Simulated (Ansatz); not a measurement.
C2H6KSi (SMILES CC[SiH][K]) (doublet)

```yaml
atoms:
  - { symbol: C, position_ang: [0.6702, 1.2189, -0.4537] }
  - { symbol: C, position_ang: [0.2463, 0.0005, 0.3635] }
  - { symbol: K, position_ang: [2.7113, -1.9423, -2.8369] }
  - { symbol: Si, position_ang: [0.9157, -1.6912, -0.3207] }
  - { symbol: H, position_ang: [0.2792, 2.1694, -0.0477] }
  - { symbol: H, position_ang: [1.7714, 1.3112, -0.4920] }
  - { symbol: H, position_ang: [0.3165, 1.1424, -1.4984] }
  - { symbol: H, position_ang: [0.5839, 0.1141, 1.4113] }
  - { symbol: H, position_ang: [-0.8579, -0.0533, 0.4138] }
  - { symbol: H, position_ang: [0.3282, -2.6646, 0.6942] }
```

Geometry: r2SCAN-D4/def2-SVP.

All numbers below come from isolated molecule in a Gaussian basis; Kohn-Sham density functional theory, functional PBE0 in Ansatz.

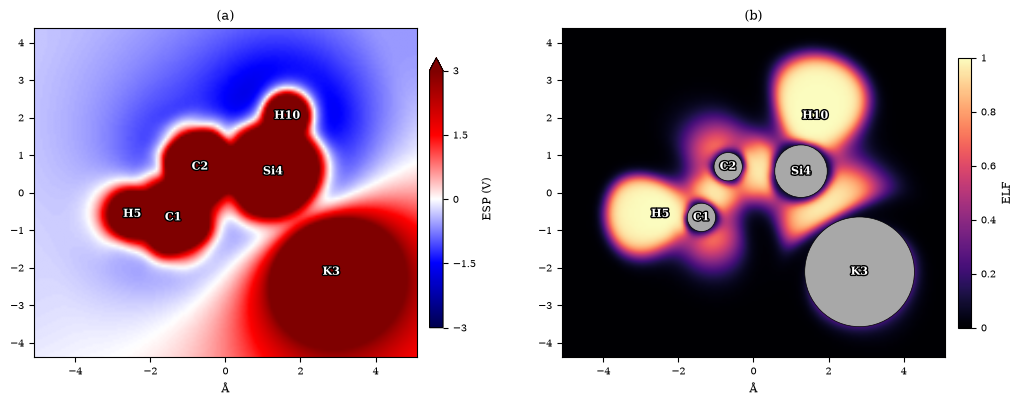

Figure 1. (a) molecular electrostatic potential; (b) ELF on the plane of atoms C1, C2 and Si4. Grey discs cover the atomic cores in the ELF map.

> What does the map show?

- Atoms in the plane: C, K, Si and H.
- C–C (1.53 Å): the ELF peaks at about 0.95 between the atoms; a shared electron pair.
- C–Si (1.94 Å): the ELF peaks at about 0.95 between the atoms; a shared electron pair.
- K–Si (3.10 Å): the ELF peaks at about 0.95 in the valence shell of Si, 1.1 Å from its nucleus, and is about 0.40 at the midpoint.
- C–H (1.11 Å): the ELF climbs to about 1 towards the hydrogen, as it does in any bond to H: an ordinary covalent bond to hydrogen.
- Si–H (1.52 Å): the ELF climbs to about 1 towards the hydrogen.
- Outside the dense part of the molecule the potential is most negative (−1.7 V) near H10.

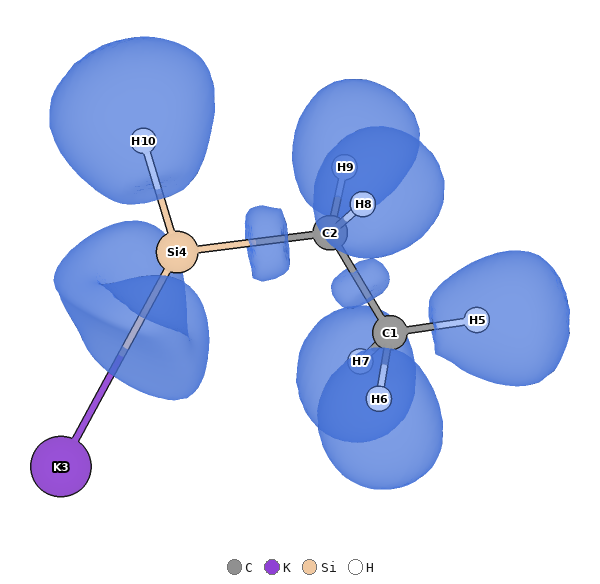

Figure 2. Isosurface of the ELF at 0.85 (blue), seen at a tilt. Core shells and regions of very low density are left out.

> What do the ELF domains correspond to?

The surface consists of one region between bonded C–C atoms (shared pairs), one region between bonded C–Si atoms (shared pairs), six regions around hydrogen nuclei and one lobe of the valence shell of Si pointing towards K.

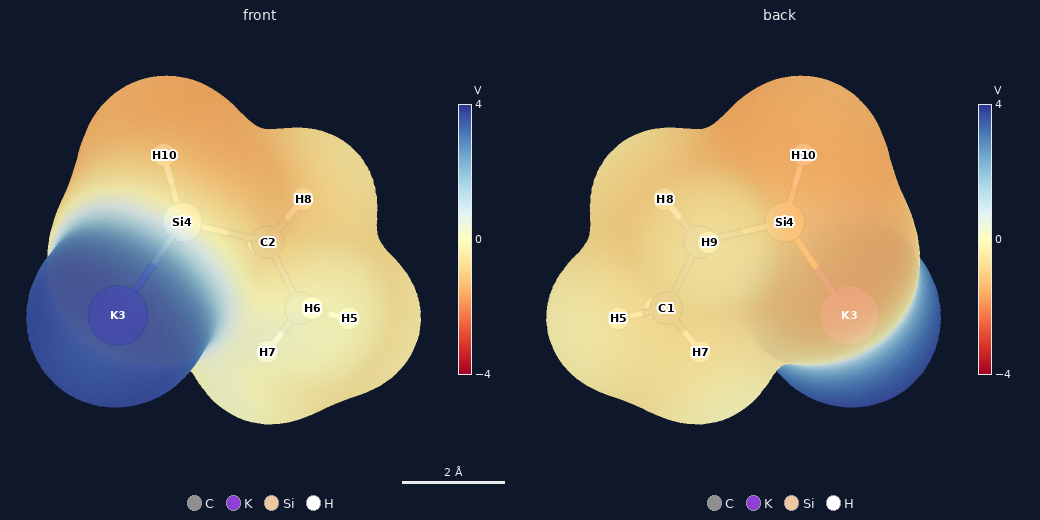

Figure 3. The molecular electrostatic potential painted on the density surface at 0.001 e/bohr³, seen from the front and from behind; the colour scale runs from red (negative) to blue (positive).

> Where is the surface potential most negative and most positive?

The most negative region (about −1.6 V) lies over H10, the most positive (about +3.7 V) over K3.

> What dipole moment does the calculation give?

Its dipole moment is 9.61 D.
